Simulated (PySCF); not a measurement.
## NMR shielding calculation of C6H10Si

The run: NMR shielding calculation of C6H10Si. Method and program: GIAO PBE0/6-311+G(2d,p) NMR shielding, non-relativistic, gas phase (PySCF 2.14.0).

Some settings of this run were made unusual or wrong on purpose. The geometry comes from this level: GFN2-xTB. Figures and captions count atoms from 1; the log counts them from 0 in places.

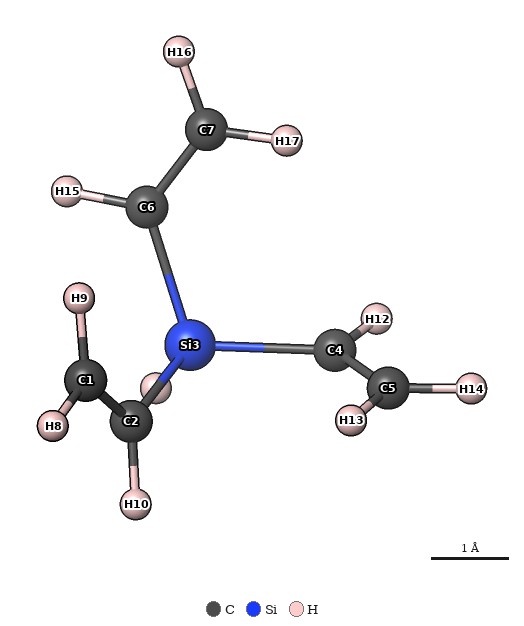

Figure 1. The structure as given in the input (ball-and-stick view, seen at a tilt; atoms are numbered from 1 in the order of the input). Bond lengths as drawn: C–C 1.32 Å, C–H 1.08 Å, C–Si 1.89 Å and H–Si 1.48 Å.

### Input file
```
{"job": {"kind": "nmr", "xc": "PBE0", "basis": "6-311+G(2d,p)", "pop": true, "grid": 0, "scf": {"max_cycle": 66}}, "charge": 0, "multiplicity": 1}
C     -0.866358    -2.229181     0.804970
C     -0.038631    -1.787738    -0.129050
Si     0.018152    -0.005614    -0.751151
C      1.558893     0.871386    -0.101514
C      2.378313     0.390577     0.819833
C     -1.518725     0.907798    -0.143305
C     -1.519526     1.847875     0.788479
H     -0.875189    -3.254988     1.143724
H     -1.582735    -1.574209     1.275785
H      0.660548    -2.488676    -0.570418
H      0.040412    -0.005942    -2.226593
H      1.770614     1.851689    -0.513053
H      2.219368    -0.577668     1.267347
H      3.242746     0.933631     1.172976
H     -2.466631     0.621458    -0.584402
H     -2.421458     2.339527     1.122711
H     -0.606790     2.172105     1.263212
```

The first line tells a small driver script what to run in PySCF; the rest is the geometry in Å.

Command:
```bash
OMP_NUM_THREADS=1 python <driver script> task.json out
```

### Output
```
final grid: 14344 points
cycle   1  E = -523.6822995229  dE =  5.569e-01  |g| = 4.888e-01  |ddm| = 3.484e+00
cycle   2  E = -523.6703921825  dE =  1.191e-02  |g| = 5.300e-01  |ddm| = 8.403e-01
cycle   3  E = -523.7441103025  dE = -7.372e-02  |g| = 5.066e-02  |ddm| = 5.159e-01
cycle   4  E = -523.7442884484  dE = -1.781e-04  |g| = 4.345e-02  |ddm| = 7.747e-02
cycle   5  E = -523.7447674743  dE = -4.790e-04  |g| = 6.783e-03  |ddm| = 3.857e-02
cycle   6  E = -523.7447813744  dE = -1.390e-05  |g| = 8.980e-04  |ddm| = 1.185e-02
cycle   7  E = -523.7447815865  dE = -2.121e-07  |g| = 1.892e-04  |ddm| = 2.176e-03
cycle   8  E = -523.7447815966  dE = -1.011e-08  |g| = 7.394e-05  |ddm| = 4.338e-04
cycle   9  E = -523.7447815978  dE = -1.215e-09  |g| = 2.836e-05  |ddm| = 8.797e-05
cycle  10  E = -523.7447815980  dE = -2.010e-10  |g| = 6.224e-06  |ddm| = 2.854e-05
converged SCF energy = -523.7447815980

GIAO shielding tensors (ppm)
atom      isotropic    diamagn.    paramagn.     s11        s22        s33       span
  0 C       46.668     257.644    -210.976    -78.002     46.186    171.819    249.821
  1 C       50.488     254.416    -203.927    -64.635     35.882    180.218    244.853
  2 Si     377.639     881.841    -504.202    348.820    391.507    392.590     43.770
  3 C       50.056     254.512    -204.455    -65.102     35.939    179.332    244.434
  4 C       47.087     257.479    -210.392    -77.600     47.180    171.680    249.281
  5 C       49.997     254.312    -204.315    -64.914     35.291    179.615    244.529
  6 C       47.020     257.492    -210.472    -77.762     47.144    171.680    249.442
  7 H       25.268      29.998      -4.730     22.305     25.072     28.428      6.123
  8 H       25.777      34.524      -8.748     22.520     24.740     30.070      7.550
  9 H       25.314      31.376      -6.062     22.875     25.806     27.262      4.387
 10 H       26.626      29.369      -2.743     24.390     24.433     31.054      6.664
 11 H       25.319      31.453      -6.134     22.741     25.807     27.411      4.670
 12 H       25.798      34.429      -8.631     22.536     24.788     30.070      7.534
 13 H       25.293      29.949      -4.656     22.291     25.065     28.525      6.234
 14 H       25.332      31.482      -6.150     22.804     25.835     27.358      4.554
 15 H       25.282      30.009      -4.727     22.286     25.073     28.486      6.200
 16 H       25.795      34.499      -8.703     22.543     24.776     30.066      7.523
```

### Outcome

| quantity | value |
| --- | --- |
| outcome | converged |
| total energy | −523.744782 hartree |
| HOMO | −7.79 eV |
| LUMO | −0.41 eV |
| dipole moment | 0.68 D |
| isotropic shielding, C | 46.7 to 50.5 ppm |
| isotropic shielding, Si | 377.6 ppm |
| isotropic shielding, H | 25.3 to 26.6 ppm |
| hardware | 1 CPU thread, shared host |
| wall time | 29 s |
| peak memory | 0.96 GiB |

### Diagnosis

Some settings of this run were drawn to be unusual or wrong; see grid = 0. It converged; results that depend on the unusual settings are not reference values.
